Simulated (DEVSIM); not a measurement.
Device: W/SiO2/p-Si capacitor, at 450 K.

```tsv
layer (left to right)	material	thickness (nm)	Na (cm⁻³)
1	SiO2	54.0	-
2	Si	2000	8e16
```

Metal gate on the left, work function 4.6 eV. Fixed charge at the semiconductor interface 0 cm⁻² (in units of +e); interface traps 2.7e12 cm⁻² eV⁻¹, uniform in energy, neutral level at 0.7 of the gap above the valence band.

The device is made up for the run: typed textbook-type constants, with dimensions and the other settings drawn at random. Values at 300 K; Nc and Nv go as T^1.5, mobilities as T to minus their exponent, the gap by Varshni's rule with the affinity fixed.

```tsv
parameter	SiO2	Si
gap (eV)	9	1.124
affinity (eV)	0.9	4.05
permittivity	3.9	11.7
Nc (cm⁻³)	-	2.86e19
Nv (cm⁻³)	-	3.1e19
Varshni α (eV/K)	-	0.000473
Varshni β (K)	-	636
```

Model (solved in DEVSIM): 1D Poisson equation in equilibrium, Boltzmann statistics, complete ionisation; no quantum confinement or tunnelling. Metal contacts follow the ideal Schottky-Mott rule: no Fermi-level pinning, no interface dipoles.

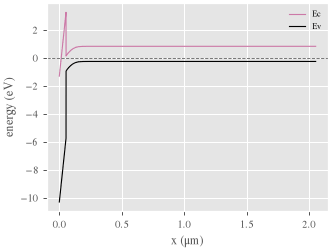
Fig. 1. Band edges at 5.0 V on the gate

Energies count from the Fermi level of the right contact; mesh points crowd at the junctions.

```tsv
x (μm)	Ec (eV)	Ev (eV)	n (cm⁻³)	p (cm⁻³)	field (V/cm)
0.000	-1.300	-10.300	< 1e2	< 1e2	850000
0.001606	-1.164	-10.164	< 1e2	< 1e2	850000
0.005337	-0.848	-9.848	< 1e2	< 1e2	850000
0.01401	-0.113	-9.113	< 1e2	< 1e2	850000
0.03729	1.861	-7.139	< 1e2	< 1e2	850000
0.04750	2.726	-6.274	< 1e2	< 1e2	850000
0.05189	3.099	-5.901	< 1e2	< 1e2	850000
0.05412	0.130	-0.952	1.9e18	1.3e9	200000
0.05594	0.161	-0.920	8.2e17	2.8e9	160000
0.06007	0.219	-0.862	1.8e17	1.3e10	130000
0.07028	0.337	-0.745	8.9e15	2.6e11	110000
0.1099	0.658	-0.423	2.2e12	1.0e15	57000
0.1904	0.823	-0.258	3.2e10	7.3e16	2000
0.3846	0.827	-0.255	2.9e10	8.0e16	≈ 0
1.087	0.827	-0.255	2.9e10	8.0e16	≈ 0
1.654	0.827	-0.255	2.9e10	8.0e16	≈ 0
1.889	0.827	-0.255	2.9e10	8.0e16	≈ 0
1.986	0.827	-0.255	2.9e10	8.0e16	≈ 0
2.034	0.827	-0.255	2.9e10	8.0e16	≈ 0
2.046	0.827	-0.255	2.9e10	8.0e16	≈ 0
2.051	0.827	-0.255	2.9e10	8.0e16	≈ 0
2.054	0.827	-0.255	2.9e10	8.0e16	≈ 0
```
